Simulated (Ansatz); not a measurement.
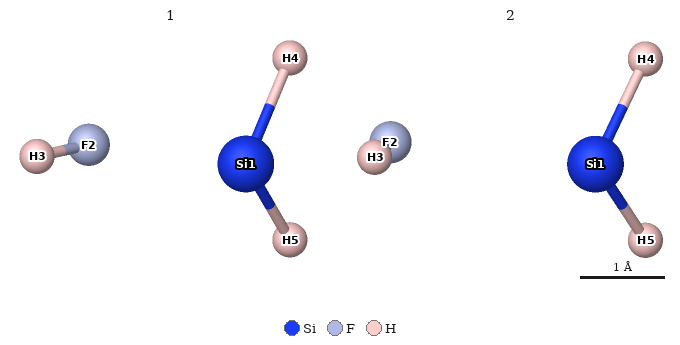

Two geometries of SiH3F, drawn at one scale. One is the start of a relaxation, the other its converged end. A ball-and-stick model, seen at a tilt.

Level of theory: RKS r2SCAN/def2-SVP (Ansatz 0.2.0). Set-up: no spin polarisation; force threshold 0.03 eV/Å; at most 50 steps.

### Which of the two is the end point?

Structure 1 is the relaxed one. The run prepares an end point of a later path (reaction) calculation, from a guessed geometry. F2 moves most after the best rigid fit: 0.48 Å. By element the largest moves are F 0.48 Å, H 0.19 Å, Si 0.12 Å. Among the contacts that change: Si1–F2 2.776 → 2.201 Å, F2–H3 0.928 → 0.934 Å. Over 7 geometry steps the energy falls by 0.190 eV. The largest force component goes from 0.4 to 0.021 eV/Å. The run took 8.1 s on 1 thread of Intel(R) Xeon(R) Platinum 8488C (Sapphire Rapids), with other jobs on the host, peak memory 0.13 GiB.

Limits of the set-up: the start holds two separate molecules, 2.7 Å apart at their closest, whose relative position is a soft coordinate and is computed without a dispersion correction.
